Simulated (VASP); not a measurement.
Band structure of CdS (wurtzite). Level of theory: PBE GGA, VASP's PBE PAW potentials (set 64) (plane waves; VASP 6.6.1).

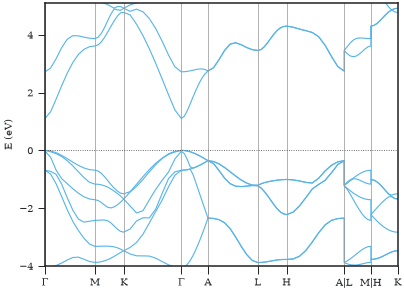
Bands along high-symmetry lines, zero at the valence-band maximum or, without a gap, the Fermi level

Question: Read the plot: is there a gap, and where are the band edges?

Answer: The gap is direct, 1.10 eV, from the valence maximum at Γ to the conduction minimum at Γ. (Edges off the drawn lines would not show.)

Measured: gap 2.64 eV at 0 K (computed value off by -1.54 eV), as given by X. Ren et al., All-electron periodic G0W0 implementation with numerical atomic orbital basis functions: algorithm and benchmarks (2021), arXiv:2011.01400 [zero-point renormalisation of 0.068 eV removed from the gap extrapolated to 0 K (as printed)].

The compound is CdS in the wurtzite structure. It was relaxed first.
